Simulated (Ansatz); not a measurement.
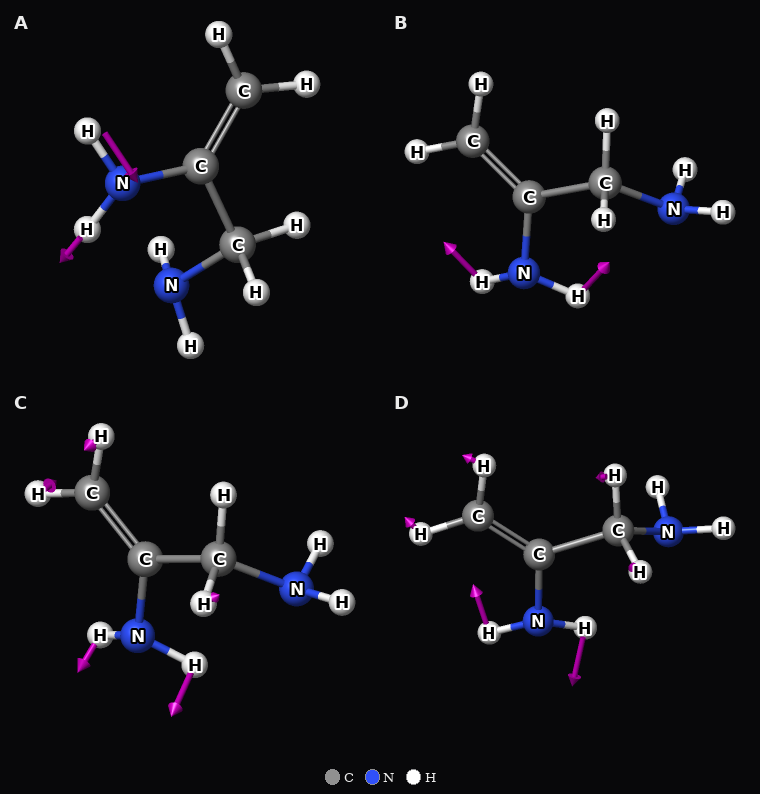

4 normal modes of one molecule or complex, as arrows. Harmonic vibrations computed with RKS PBE0-D4/def2-TZVP (Ansatz 0.2.0) at a stationary point of the same level.

Match the panels to the wavenumbers 658 cm⁻¹, 1150 cm⁻¹, 1631 cm⁻¹, 3679 cm⁻¹.

A: 3679 cm⁻¹, out-of-phase stretching of 2 N–H bonds
B: 1631 cm⁻¹, H–N–H bending
C: 658 cm⁻¹
D: 1150 cm⁻¹, C–N–H bending
